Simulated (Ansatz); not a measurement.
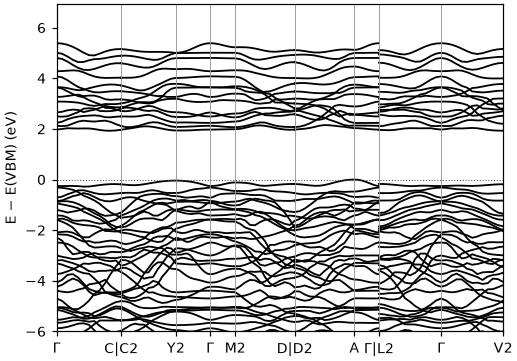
Figure: Band structure from the program Ansatz at the r²SCAN level (PAW)

The gap is 1.92 eV; an edge lies off the plotted path or next to a special point (maximum at A, minimum off the standard path).

### Question
Which of these materials gives this?
(A) TiO2, C2/m (Pearson symbol mS24)
(B) MnO2, C2/m (Pearson symbol mS24)
(C) NaMoO2, C2/m (Na on 2d, Mo on 2a, O on 4i)
(D) NaNiO2, C2/m (Na on 2d, Ni on 2a, O on 4i)

### Answer
B, MnO2, C2/m (Pearson symbol mS24)

The workflow started from an entry of the Crystallography Open Database (COD), which files this formula under 4 space groups. It is not the phase usual at ambient conditions (space group No. 136). The cell was relaxed with r²SCAN under the symmetry of its start, as lowered by the spin order; whether a distortion lowers the energy is not shown. Magnetic state: antiferromagnetic, chosen from 2 collinear starts compared on coarse meshes (ties went to the first, and starts can fall back to one state), not a proven ground state. The program gave a warning on the electronic state, which may not be the lowest. No Hubbard U is applied.

Potentials: the later of the program's two PAW sets.
